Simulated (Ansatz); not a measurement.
# F4MoO: what the fields show

```
atom    x (Å)    y (Å)    z (Å)
   F  -0.9505  -1.3250  -0.0736
   F  -0.7224   0.6905  -1.5368
   F   0.4057   1.9170   0.3281
   F   0.1770  -0.0982   1.7916
  Mo   0.1527   0.1371  -0.0253
   O   1.6051  -0.4059  -0.5464
```

Geometry: PBE0-D4/def2-SVP; core potentials replace the inner electrons of Mo.

All numbers below come from Ansatz 0.2.0, isolated molecule in a Gaussian basis; Kohn-Sham density functional theory, functional PBE0.

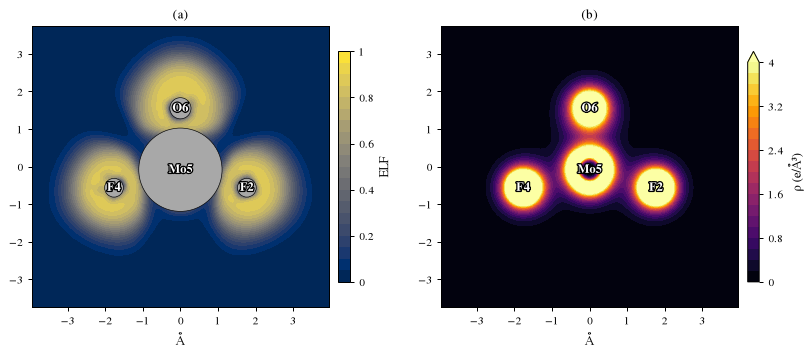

Figure 1. (a) ELF; (b) electron density on the plane of atoms F2, Mo5 and O6. Grey discs cover the atomic cores in the ELF map.

Describe what can be read from this map.

The section cuts through F, Mo and O sites.
Mo–O (1.64 Å): ρ at the midpoint is about 2.2 e/Å³; the ELF peaks at about 0.80 in the valence shell of O, 0.5 Å from its nucleus, and drops to about 0.45 between the two atoms.
Mo–F (1.83 Å): ρ is about 1.2 e/Å³ halfway; the ELF peaks at about 0.85 in the valence shell of F, 0.5 Å from its nucleus, and drops to about 0.25 between the two atoms.

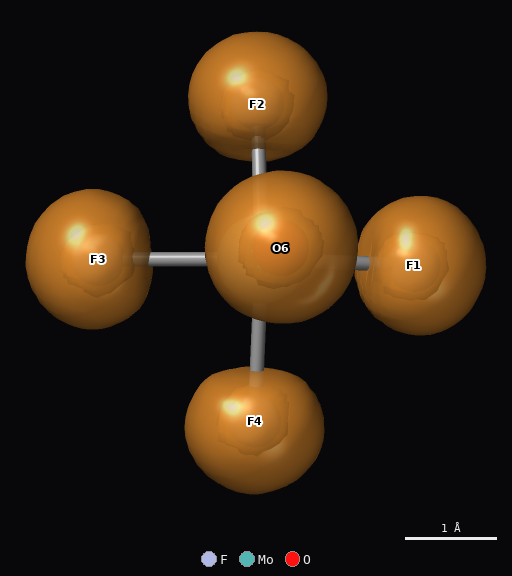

Figure 2. Isosurface of the ELF at 0.75 (orange), seen across its widest extent. Only the valence region is drawn (cores and ρ < 0.01 e/Å³ removed).

Describe the localisation domains.

The ELF exceeds this value in four regions wrapped around F (the valence shell of each) and one region wrapped around O (its valence shell).
